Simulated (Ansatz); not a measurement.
**AlPt3N (built on the sites of a database entry of InNi3N): following an unstable mode**

Wanted: the energy along a soft mode of AlPt3N (built on the sites of a database entry of InNi3N) and the structure at the end.

Main program and level: Ansatz 0.2.0; DFT RPBE, scalar-relativistic, plane waves, PAW.

The structure was built from a prototype and need not be the compound's stable phase.

**1. Set-up**

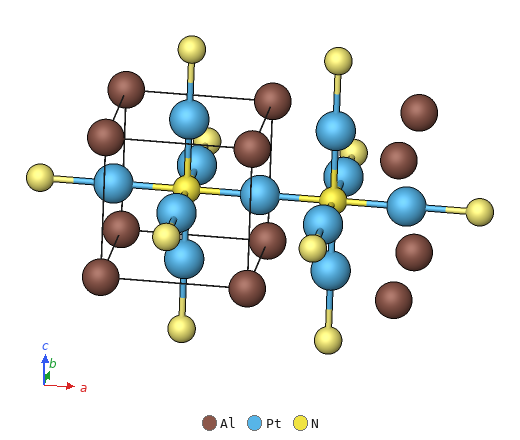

The starting structure, seen slightly off an axis (aluminium brown, platinum blue, nitrogen yellow). 2×1×1 cells are drawn. Some periodic images of atoms are drawn too.

**2. The dispersion**

The cell comes from relaxations at this level that are not shown. Stability and thermal properties need the whole zone. Linear response on a 4×4×4 q mesh gives force constants as far as a supercell of that size would.

The input, input.yaml:

```yaml
crystal:
  lattice:
    - [4.2086436197, 0.0, 0.0]
    - [0.0, 4.2086436197, 0.0]
    - [0.0, 0.0, 4.2086436197]
  atoms:
    - { symbol: Al, position: [0.0, 0.0, 0.0] }
    - { symbol: Pt, position: [0.5, 0.5, 0.0] }
    - { symbol: Pt, position: [0.5, 0.0, 0.5] }
    - { symbol: Pt, position: [0.0, 0.5, 0.5] }
    - { symbol: "N", position: [0.5, 0.5, 0.5] }
kpoints:
  mp_grid: { grid: [8, 8, 8] }
hamiltonian:
  xc: rpbe
scf:
  occupations: { method: methfessel_paxton, width: 0.2 }
output:
  eigenvalues: true
phonons:
  method: dfpt
  qmesh: [4, 4, 4]
  temperatures: { t_max: 1000, t_step: 50 }
  qpath:
    path:
      - [[0.0, 0.0, 0.0], [0.0, 0.5, 0.0], [0.5, 0.5, 0.0], [0.0, 0.0, 0.0], [0.5, 0.5, 0.5], [0.0, 0.5, 0.0]]
      - [[0.5, 0.5, 0.5], [0.5, 0.5, 0.0]]
    npoints: 10
```

Started as:

```
ansatz run input.yaml --threads 8 --pin off --max-ram 14336MiB --backend cpu --events-out ev --progress --plain --runs-dir out
```

Numbers of over 12 decimals in the logs are rounded to 6 here.

Output:

```text
Engine: ansatz 0.2.0, aarch64-unknown-linux-gnu
Pseudopotentials: kind: paw
Pseudopotential: Al, paw, valence charge 3, recommended cutoff 420 eV (normal), Al.paw.azcp
Pseudopotential: Pt, paw, valence charge 18, recommended cutoff 420 eV (normal), Pt.paw.azcp
Pseudopotential: N, paw, valence charge 5, recommended cutoff 420 eV (normal), N.paw.azcp
Functional definition: RPBE
  parameter kappa = 0.804
  parameter beta = 0.066725
  exchange = rpbe_x(kappa = kappa, mu = beta*pi^2/3)
  correlation = pbe_c(beta = beta)
Crystal: 5 atoms, lattice volume = 74.546 Å³
Basis set: ecut = 420 eV, 1419 PW (Γ), exchange–correlation on 60×60×60 points (8 copies of the dense FFT grid, shifted against one another)
Bands: 38, of which v1, the nominal top of the filled ones, is band 31 counted from 1 (30 counted from 0)
Symmetry: 48 space group operations
k-points: 35 of 512
Non-local potential: Al, projectors of the file, l = 0: 2, l = 1: 2, l = 2: 1
Non-local potential: Pt, projectors of the file, l = 0: 3, l = 1: 2, l = 2: 2, l = 3: 1
Non-local potential: N, projectors of the file, l = 0: 2, l = 1: 2, l = 2: 1
PAW form: soft (Blöchl's): semilocal exchange-correlation on the pseudo side does not see the compensation charge
PAW frozen core: Al, regenerated for the run's functional, and the local potential with it (the file was generated under x = pbe(κ = 0.804, μ = 0.219515), c = pbe(β = 0.066725))
PAW frozen core: Pt, regenerated for the run's functional, and the local potential with it (the file was generated under x = pbe(κ = 0.804, μ = 0.219515), c = pbe(β = 0.066725))
PAW frozen core: N, regenerated for the run's functional, and the local potential with it (the file was generated under x = pbe(κ = 0.804, μ = 0.219515), c = pbe(β = 0.066725))
PAW one-centre angular grid: Al, 110 points (default); XC on 64 Gauss nodes
PAW one-centre angular grid: Pt, 590 points (default); XC on 64 Gauss nodes
PAW one-centre angular grid: N, 110 points (default); XC on 64 Gauss nodes
Initial density: superposition of atomic densities (neutral atoms: chi_scale 0, normalization atom), corrected by the library's trained network
Initial wavefunctions: pseudopotential atomic-orbital guess
Functional: x = rpbe, c = pbe(β = 0.066725)
SCF iter   1: F=—  HF=-38534.590149 eV  |F-HF|=—  |Δ(HF+E_count)|=         —  Δρ=1.18e-2  dr2=1.34e-1  ethr=1.77e-3  ⟨swp⟩=5.3  Hψ=4622  notcnv=0
preconditioner: auto → Kerker (q_TF=auto, 2.646 Å⁻¹)  [metal: Δε(μ)=0.060 eV  Ē_g=8.046 eV  σ=0.200 eV  W_gap=0.24  n_scr=26 (ndim 8)  ℏωp=26.5 eV  f_vac=0.000  D(μ)=1.99/eV (n_scr^D=18)]
SCF iter   2: F=—  HF=-38534.571293 eV  |F-HF|=—  |Δ(HF+E_count)|=   1.89e-2  S|Δr|=    0.00e0  Δρ=6.19e-3  dr2=4.36e-2  ethr=2.17e-4  ⟨swp⟩=1.0  Hψ=1610  notcnv=0
SCF iter   3: F=—  HF=-38534.561945 eV  |F-HF|=—  |Δ(HF+E_count)|=   9.35e-3  S|Δr|=    0.00e0  Δρ=1.26e-3  dr2=2.98e-3  ethr=7.04e-5  ⟨swp⟩=2.1  Hψ=1667  notcnv=0
SCF iter   4: F=—  HF=-38534.560841 eV  |F-HF|=—  |Δ(HF+E_count)|=   1.10e-3  S|Δr|=    0.00e0  Δρ=3.53e-4  dr2=1.09e-4  ethr=4.80e-6  ⟨swp⟩=2.0  Hψ=1663  notcnv=0
SCF iter   5: F=—  HF=-38534.560800 eV  |F-HF|=—  |Δ(HF+E_count)|=   4.14e-5  S|Δr|=    0.00e0  Δρ=5.98e-5  dr2=3.24e-6  ethr=1.76e-7  ⟨swp⟩=2.0  Hψ=1751  notcnv=0
SCF iter   6: F=—  HF=-38534.560793 eV  |F-HF|=—  |Δ(HF+E_count)|=   6.36e-6  S|Δr|=    0.00e0  Δρ=1.33e-5  dr2=1.31e-7  ethr=5.23e-9  ⟨swp⟩=2.5  Hψ=1937  notcnv=0
SCF iter   7: F=—  HF=-38534.560793 eV  |F-HF|=—  |Δ(HF+E_count)|=   2.31e-9  S|Δr|=    0.00e0  Δρ=2.66e-6  dr2=5.41e-9  ethr=2.11e-10  ⟨swp⟩=2.2  Hψ=1952  notcnv=0
SCF iter   8: F=—  HF=-38534.560793 eV  |F-HF|=—  |Δ(HF+E_count)|=  6.84e-10  S|Δr|=    0.00e0  Δρ=6.17e-7  dr2=2.67e-10  ethr=8.73e-12  ⟨swp⟩=2.0  Hψ=1694  notcnv=0
SCF iter   9: F=—  HF=-38534.560793 eV  |F-HF|=—  |Δ(HF+E_count)|=  4.37e-11  S|Δr|=    0.00e0  Δρ=1.38e-7  dr2=1.81e-11  ethr=1.00e-12  ⟨swp⟩=2.0  Hψ=2020  notcnv=0
SCF iter  10: F=-38534.560793 eV  HF=-38534.560793 eV  |F-HF|=7.28e-12  |Δ(HF+E_count)|=    0.00e0  S|Δr|=    0.00e0  Δρ=3.13e-8  dr2=7.58e-13  ethr=1.00e-12  ⟨swp⟩=8.7  Hψ=5453  notcnv=0
SCF 1 converged in 10 iterations: F = -38534.560793 eV  dr2 = 7.58e-13
  greatest PAW one-centre occupation: 1.000 electrons in one spin orbital (limit 2), on the Pt atom at site 3 (counted from 0), in its partial waves of l = 0
Initial density: read from a saved state, or passed on in memory by an earlier SCF of this step, an earlier step, the calling program or the single point that the run made first
iter 1 solved again at ethr=7.59e-8 eV; its pass at ethr=3.10e-3 eV (dr2=4.70e-5 eV) is discarded
SCF iter   1: F=—  HF=-38534.560796 eV  |F-HF|=—  |Δ(HF+E_count)|=         —  Δρ=5.36e-7  dr2=1.82e-10  ethr=7.59e-8  ⟨swp⟩=3.0  Hψ=7794  notcnv=0
eigensolver tolerance schedule: the retry pair's looser diagonalisation over-reported the residual by 258342.31 of it (diagonalisation noise at an unbounded share of the residual, at the tolerance the schedule requests for it); recorded, not acted on — ethr = c·dr2/N_el stays at c = 1.0e-1
preconditioner: auto → Kerker (q_TF=auto, 2.646 Å⁻¹)  [metal: Δε(μ)=0.009 eV  Ē_g=7.998 eV  σ=0.200 eV  W_gap=0.04  n_scr=26 (ndim 8)  ℏωp=26.5 eV  f_vac=0.000  D(μ)=2.30/eV (n_scr^D=18)]
SCF iter   2: F=—  HF=-38534.560793 eV  |F-HF|=—  |Δ(HF+E_count)|=   2.85e-6  S|Δr|=    0.00e0  Δρ=2.77e-7  dr2=4.02e-11  ethr=1.00e-12  ⟨swp⟩=3.1  Hψ=3353  notcnv=0
SCF iter   3: F=—  HF=-38534.560793 eV  |F-HF|=—  |Δ(HF+E_count)|=    0.00e0  S|Δr|=    0.00e0  Δρ=1.81e-7  dr2=1.71e-11  ethr=1.00e-12  ⟨swp⟩=3.3  Hψ=3107  notcnv=0
SCF iter   4: F=-38534.560793 eV  HF=-38534.560793 eV  |F-HF|=7.28e-12  |Δ(HF+E_count)|=  1.46e-11  S|Δr|=    0.00e0  Δρ=6.33e-8  dr2=2.19e-12  ethr=1.00e-12  ⟨swp⟩=2.0  Hψ=2559  notcnv=0
SCF 2 converged in 4 iterations: F = -38534.560793 eV  dr2 = 2.19e-12
  greatest PAW one-centre occupation: 1.000 electrons in one spin orbital (limit 2), on the Pt atom at site 2 (counted from 0), in its partial waves of l = 0
phonons: the bands overlap, so this run is a metal and interpolates without the dipole-dipole term. If the crystal is really an insulator or semiconductor, its LO-TO splitting is missing
NSCF: frozen V_eff on 35 k-points
NSCF: frozen V_eff on 125 k-points
DFPT response loops at q = (0, 0, 0) (fractional): preconditioner auto → Kerker (q_TF=auto, 2.646 Å⁻¹) (partly filled bands, converged f_vac=0.000); β = 1.00, the filter's whole step (`scf.mixing.beta` (0.50) is not read by the response loops under this deck's `scf.mixing.preconditioner`; to damp them name `kerker` or `kerker_dos`, under which they read `scf.mixing.beta`, and type it under 1.00, their step now; both keys bind the ground state too); Broyden in place of MSR1
NSCF: frozen V_eff on 400 k-points
DFPT response loops at q = (0, 0, 0.25) (fractional): mixed as the last ones told, above
NSCF: frozen V_eff on 250 k-points
DFPT response loops at q = (0, 0, -0.5) (fractional): mixed as the last ones told, above
NSCF: frozen V_eff on 640 k-points
DFPT response loops at q = (0, 0.25, 0.25) (fractional): mixed as the last ones told, above
NSCF: frozen V_eff on 400 k-points
DFPT response loops at q = (0, 0.25, -0.5) (fractional): mixed as the last ones told, above
NSCF: frozen V_eff on 250 k-points
DFPT response loops at q = (0, -0.5, -0.5) (fractional): mixed as the last ones told, above
NSCF: frozen V_eff on 1024 k-points
DFPT response loops at q = (0.25, 0.25, 0.25) (fractional): mixed as the last ones told, above
NSCF: frozen V_eff on 640 k-points
DFPT response loops at q = (0.25, 0.25, -0.5) (fractional): mixed as the last ones told, above
NSCF: frozen V_eff on 400 k-points
DFPT response loops at q = (0.25, -0.5, -0.5) (fractional): mixed as the last ones told, above
NSCF: frozen V_eff on 250 k-points
DFPT response loops at q = (-0.5, -0.5, -0.5) (fractional): mixed as the last ones told, above
SCF converged after 10 iterations
Stability not checked: this state was not tested for a lower state beside it, because cold or Methfessel-Paxton smearing, or corrected tetrahedra, fill the levels in a way that the test cannot read (fill_not_monotonic; see scf.lower_state_search)
Free energy (F): -38534.560793 eV
Harris-Foulkes:  -38534.560793 eV  (|F-HF|=7.28e-12)
Internal energy: -38534.564823 eV  (E = F + TS)
E sigma→0 (E₀):  -38534.561801 eV
Entropy (-TS):   0.004029 eV (0.806 meV/atom)
Fermi energy:    17.156097 eV
--- Per-component energies (eV) ---
  E_band       = -656.477069
  E_kinetic    = 2066.612846
  E_local      = -6712.338255  (includes V_loc(G=0)·N_el)
  E_nonlocal   = 654.710634
  E_hartree    = 2614.765977
  E_xc         = -883.352198
  E_vxc        = -1009.861124  (∫ρ·V_xc dr)
  E_paw        = -29001.949857  (= ΣΔE_a)
  E_vpaw       = -885.133882  (= ΣTr[D̂ρ^β])
  E_aug_tail   = 0.000732  (compensation charges beyond the density's cutoff)
  E_ewald      = -7272.867186
  E_core_change = -0.147516  (= ΣΔE_core)
  E_smearing   = 0.004029  (= −TS)
  E_closure    = -0.000000  (closes the sum)
  Σ components = -38534.560793   (vs F -38534.560793, Δ=0.00e0)
--- Band table (eV; the first three rows and the last of 35) ---
  k-point 0: bands = [... 27 lower, 16.3705, 16.4006, 16.4006, 16.4006, 17.9790, 17.9790, 17.9790, 18.4345, ... 3 higher]
  k-point 1: bands = [... 27 lower, 16.2471, 16.3249, 16.3249, 16.4009, 17.6208, 18.2945, 18.2945, 18.5615, ... 3 higher]
  k-point 2: bands = [... 27 lower, 15.8916, 16.1711, 16.1711, 16.4016, 17.5610, 18.5789, 19.0912, 19.0912, ... 3 higher]
  k-point 34: bands = [... 27 lower, 15.0251, 16.2060, 16.2060, 16.2060, 17.9177, 17.9177, 17.9177, 18.4578, ... 3 higher]
--- Phonons (Γ-DFPT): 4 representative perturbations + reference (Σ response iterations 14) ---
  ASR residual: 5.603e-5 → 0.000e0 eV/Å²; symmetrization residual: 4.174e-6 eV/Å²
  ASR residual per site (eV/Å²): 3.48e-5 2.54e-5 2.54e-5 2.54e-5 5.60e-5
  Γ frequencies (cm⁻¹): -139.68 -139.68 -139.68 -96.30 -96.30 -96.30 0.00 0.00 0.00 61.61 61.61 61.61 271.18 271.18 271.18
--- Phonons (arbitrary-q DFPT): 10 irreducible q on the 4×4×4 mesh ---
  q = [0.0000, 0.0000, 0.0000] (star 1, of the zone-centre solve; hermiticity 5.94e-7, symmetrization 9.29e-13): -139.68 -139.68 -139.68 -96.30 -96.30 -96.30 -0.00 -0.00 0.00 61.61 61.61 61.61 271.18 271.18 271.18
  q = [0.0000, 0.0000, 0.2500] (star 6, 9 solved perturbations in 1560 linear systems a pass and spin channel, the states on 200 of 512 k-point pairs; hermiticity 6.47e-7, symmetrization 3.27e-13): -126.50 -126.50 -86.06 -86.06 -84.67 -34.61 -22.49 -22.49 62.55 62.55 99.22 125.07 279.74 279.74 400.61
  q = [0.0000, 0.0000, -0.5000] (star 3, 9 solved perturbations in 975 linear systems a pass and spin channel, the states on 125 of 512 k-point pairs; hermiticity 5.89e-7, symmetrization 1.13e-12): -105.66 -105.66 -83.36 -69.51 -69.51 -32.25 -32.25 46.42 62.97 62.97 139.09 158.71 290.00 290.00 513.28
  q = [0.0000, 0.2500, 0.2500] (star 12, 9 solved perturbations in 2460 linear systems a pass and spin channel, the states on 320 of 512 k-point pairs; hermiticity 6.41e-7, symmetrization 1.91e-13): -109.18 -88.86 -83.94 -69.73 -68.87 -39.43 11.49 54.52 69.74 106.63 109.37 142.04 288.61 394.83 395.49
  q = [0.0000, 0.2500, -0.5000] (star 12, 15 solved perturbations on 200 of 512 k-point pairs; hermiticity 5.86e-7, symmetrization 4.71e-14): -93.84 -81.80 -67.77 -65.50 -53.05 -52.71 64.46 76.89 79.52 88.51 125.62 158.63 299.51 385.07 503.08
  q = [0.0000, -0.5000, -0.5000] (star 3, 9 solved perturbations in 975 linear systems a pass and spin channel, the states on 125 of 512 k-point pairs; hermiticity 4.70e-7, symmetrization 1.41e-13): -73.48 -67.66 -67.66 -67.55 -66.97 -66.97 81.11 85.84 86.35 86.35 119.34 161.79 307.96 491.96 491.96
  q = [0.2500, 0.2500, 0.2500] (star 8, 4 solved perturbations in 1376 linear systems a pass and spin channel, the states on 512 of 512 k-point pairs; hermiticity 3.19e-7, symmetrization 5.15e-13): -93.08 -84.51 -84.51 -49.80 -49.80 18.31 57.83 57.83 98.14 98.14 116.30 155.98 383.50 383.50 394.66
  q = [0.2500, 0.2500, -0.5000] (star 12, 9 solved perturbations in 2460 linear systems a pass and spin channel, the states on 320 of 512 k-point pairs; hermiticity 3.11e-7, symmetrization 5.49e-13): -86.78 -82.33 -63.30 -25.75 -25.65 59.84 67.96 84.67 85.80 88.49 111.48 165.96 372.70 384.35 497.67
  q = [0.2500, -0.5000, -0.5000] (star 6, 9 solved perturbations in 1560 linear systems a pass and spin channel, the states on 200 of 512 k-point pairs; hermiticity 4.00e-7, symmetrization 1.52e-13): -73.02 -73.02 -66.71 32.29 32.29 48.73 70.29 70.29 86.17 89.53 119.37 176.79 380.58 492.83 492.83
  q = [-0.5000, -0.5000, -0.5000] (star 1, 4 solved perturbations in 350 linear systems a pass and spin channel, the states on 125 of 512 k-point pairs; hermiticity 3.53e-7, symmetrization 1.40e-12): -65.74 -65.74 -65.74 -27.91 -27.91 -27.91 83.84 83.84 83.84 120.36 120.36 190.16 489.36 489.36 489.36
  sum rule: each row above includes the acoustic sum rule's correction from the zone centre's row sums; it moved no ω² by more than (1.04 cm⁻¹)²
  mesh force constants: q→R imaginary residual 5.76e-19; ASR residual 5.603e-5 → 0.000e0 eV/Å²; symmetrization residual 1.599e-14 eV/Å²
  interpolated dispersion: 62 rows × 15 modes
  density of states and harmonic sums: on the 16×16×16 q-mesh, interpolated from the force constants of a 4×4×4 supercell (no non-analytic term)
  largest difference from the sums on the solved wave vectors: F 4.08e-2 eV, S 5.29e-5 and C_V 1.44e-5 eV/K
  zero-point energy: 0.107808 eV/cell   skipped modes (ω ≤ 0): 931, of them read as no rigid motion or as one in doubt: 928 (5.546e0 modes/cell left out, lowest -139.68 cm⁻¹)   left out of the sums: 3.70e-1 of the cell's modes: C_V's classical limit lies that fraction below 3 k_B per atom; for a crystal, a wire or a layer, F and S can be off by more, and a phonons.interpolated_qmesh denser along its periods is the remedy for the sampling
```

Wall time 8.5 min (8 threads of Arm Neoverse V2, shared host); peak memory 3.2 GiB; 65 min of CPU time.

This step gave:

| Item | Value |
| --- | --- |
| volume per atom | 14.91 Å³ |
| gap on the k-mesh | 0 eV |
| sum-rule residual before enforcement | 5.60e-5 eV/Å² |
| lowest frequency on the path | -139.7 cm⁻¹ |
| point group | m-3m |
| highest frequency on the path or at a solved wavevector | 513.3 cm⁻¹ |
| highest optical mode at the zone centre (no LO-TO term) | 271.2 cm⁻¹ |
| lowest optical zone-centre mode | -139.7 cm⁻¹ |
| lowest mode on the q mesh (acoustic modes at Γ apart) | -139.7 cm⁻¹ |

Frequencies (cm⁻¹) solved at each irreducible wavevector; negative means imaginary. Frequencies by wavevector, by row:

```
q in reciprocal lattice units  star  mode 1  mode 2  mode 3  mode 4  mode 13  mode 14  mode 15
                        0 0 0     1  -139.7  -139.7  -139.7   -96.3    271.2    271.2    271.2
                     0 0 0.25     6  -126.5  -126.5   -86.1   -86.1    279.7    279.7    400.6
                     0 0 -0.5     3  -105.7  -105.7   -83.4   -69.5      290      290    513.3
                  0 0.25 0.25    12  -109.2   -88.9   -83.9   -69.7    288.6    394.8    395.5
                  0 0.25 -0.5    12   -93.8   -81.8   -67.8   -65.5    299.5    385.1    503.1
                  0 -0.5 -0.5     3   -73.5   -67.7   -67.7   -67.5      308      492      492
               0.25 0.25 0.25     8   -93.1   -84.5   -84.5   -49.8    383.5    383.5    394.7
               0.25 0.25 -0.5    12   -86.8   -82.3   -63.3   -25.8    372.7    384.4    497.7
               0.25 -0.5 -0.5     6     -73     -73   -66.7    32.3    380.6    492.8    492.8
               -0.5 -0.5 -0.5     1   -65.7   -65.7   -65.7   -27.9    489.4    489.4    489.4
```

Interpolated from a 4×4×4 q mesh. Phonon branches along the path, in cm⁻¹:

```
    point  branch 1  branch 2  branch 3  branch 4  branch 12  branch 13  branch 14  branch 15
        Γ      -140      -140      -140       -96         62        271        271        271
        X      -106      -106       -83       -70        159        290        290        513
        M       -74       -68       -68       -68        162        308        492        492
        Γ      -140      -140      -140       -96         62        271        271        271
        R       -66       -66       -66       -28        190        489        489        489
        X      -106      -106       -83       -70        159        290        290        513
jump to R       -66       -66       -66       -28        190        489        489        489
        M       -74       -68       -68       -68        162        308        492        492
```

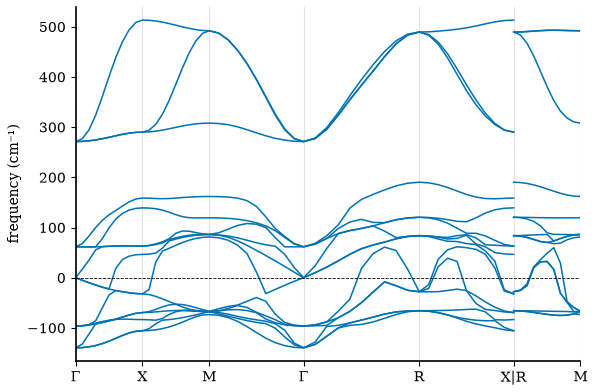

Phonon branches along the path.

Symmetry leaves 10 wavevectors to solve. The lowest mode among them, the acoustic zeros apart, lies at Γ and is imaginary, 139.7i cm⁻¹, so the energy falls along it.

**3. The mode frozen in, largest atomic shift 0 Å**

The mode followed lies at q = (0, 0, -0.5) with frequency 105.7i cm⁻¹ and is 2-fold degenerate, one of the unstable modes though not the softest. At small amplitude the distorted cell has space group no. 51 by a symmetry search on the positions. The undistorted cell that holds it gives the zero of energy on the same k mesh.

System of this step: AlPt3N (built on the sites of a database entry of InNi3N). It takes space group Pm-3m (No. 221, cubic). Conventional cell: a = 4.209 Å, b = 4.209 Å, c = 4.209 Å, α = 90.00°, β = 90.00°, γ = 90.00°. Al has 12 Pt at 2.98 Å nearest. Pt has 2 N at 2.10 Å nearest. Nearest to N lie 6 Pt at 2.10 Å. Farther neighbours and most contacts between anions are not listed.

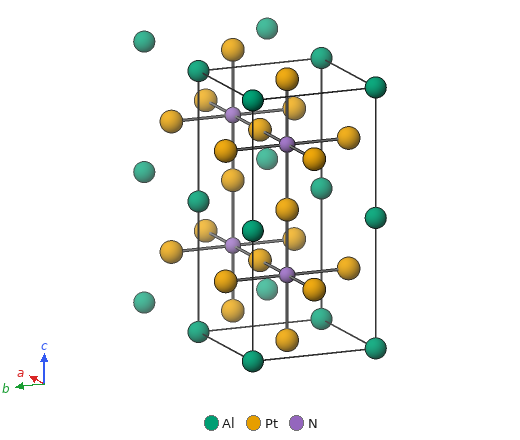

The cell of this step (aluminium teal, platinum orange, nitrogen purple). 2×1×1 cells are drawn. Some periodic images of atoms are drawn too.

The input, input.yaml:

```yaml
crystal:
  lattice:
    - [4.2086436197, 0.0, 0.0]
    - [0.0, 4.2086436197, 0.0]
    - [0.0, 0.0, 8.4172872394]
  atoms:
    - { symbol: Al, position: [0.0, 0.0, 0.0] }
    - { symbol: Al, position: [0.0, 0.0, 0.5] }
    - { symbol: Pt, position: [0.5, 0.5, 0.5] }
    - { symbol: Pt, position: [0.5, 0.5, 0.0] }
    - { symbol: Pt, position: [0.5, 0.0, 0.25] }
    - { symbol: Pt, position: [0.5, 0.0, 0.75] }
    - { symbol: Pt, position: [0.0, 0.5, 0.25] }
    - { symbol: Pt, position: [0.0, 0.5, 0.75] }
    - { symbol: "N", position: [0.5, 0.5, 0.25] }
    - { symbol: "N", position: [0.5, 0.5, 0.75] }
kpoints:
  mp_grid: { grid: [8, 8, 4] }
hamiltonian:
  xc: rpbe
scf:
  occupations: { method: methfessel_paxton, width: 0.2 }
output:
  forces: true
  stress: true
  eigenvalues: true
```

Output:

```text
[...]
Crystal: 10 atoms, lattice volume = 149.093 Å³
Basis set: ecut = 420 eV, 2881 PW (Γ), exchange–correlation on 60×60×120 points (8 copies of the dense FFT grid, shifted against one another)
Bands: 75, of which v1, the nominal top of the filled ones, is band 62 counted from 1 (61 counted from 0)
Symmetry: 32 space group operations
[...]
k-points: 45 of 256
[...]
k-point 0: bands = [... 58 lower, 16.4006, 16.4006, 16.4006, 16.4026, 17.9790, 17.9790, 17.9790, 18.0116, ... 9 higher]
  k-point 1: bands = [... 58 lower, 16.3249, 16.3249, 16.4009, 16.4023, 17.6208, 17.7824, 18.2945, 18.2945, ... 9 higher]
  k-point 2: bands = [... 58 lower, 16.1711, 16.1711, 16.4016, 16.4016, 17.5610, 17.5610, 18.5789, 18.5789, ... 9 higher]
  k-point 44: bands = [... 58 lower, 16.6851, 16.6851, 16.6851, 16.6851, 17.0981, 17.0981, 19.1976, 19.1976, ... 9 higher]
[key lines of the parts left out:]
SCF converged after 7 iterations
Free energy (F): -77069.121586 eV
Fermi energy:    17.156107 eV
P = ⅓ Tr σ = -0.0003 GPa (-0.003 kbar)
```

Elapsed: 3.4 s, on 8 threads; peak memory 0.93 GiB.

Numbers from this step:

| Quantity | Value |
| --- | --- |
| pressure | -2.83e-4 GPa |
| energy from the undistorted cell | 0 meV/atom |

The run ends at a pressure of 0.00 GPa.

(Continued in part 2 of 3.)

[Logs are printed without paths, hosts, clocks, repeated set-up lines and the standing remarks that a program may print on its own settings, such as how far it seeks lower states.]

[Hosts, paths, dates, database ids (printed as entryN), source tags and the programs' standing remarks are cut or masked in the printed files.]
